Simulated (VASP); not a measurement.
Band structure of CsBr (space group Fm-3m). Level of theory: LDA (Ceperley-Alder, Perdew-Zunger) with spin-orbit coupling, VASP's LDA PAW potentials (set 64) (plane waves; VASP).

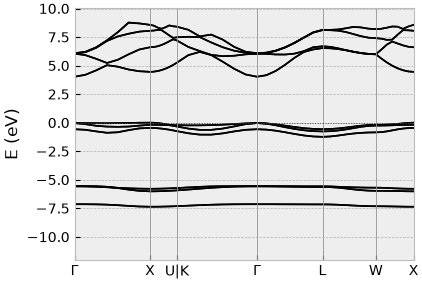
Fig. 1. Bands along high-symmetry lines, zero at the valence-band maximum or, without a gap, the Fermi level

Read the plot: is there a gap, and where are the band edges?

The gap is indirect, 4.02 eV, from the valence maximum at X to the conduction minimum at Γ.

The structure comes from a computed database's CsBr entry (Fm-3m); how it stands against other phases isn't given here. It was relaxed first, which changed the volume by -11 %.
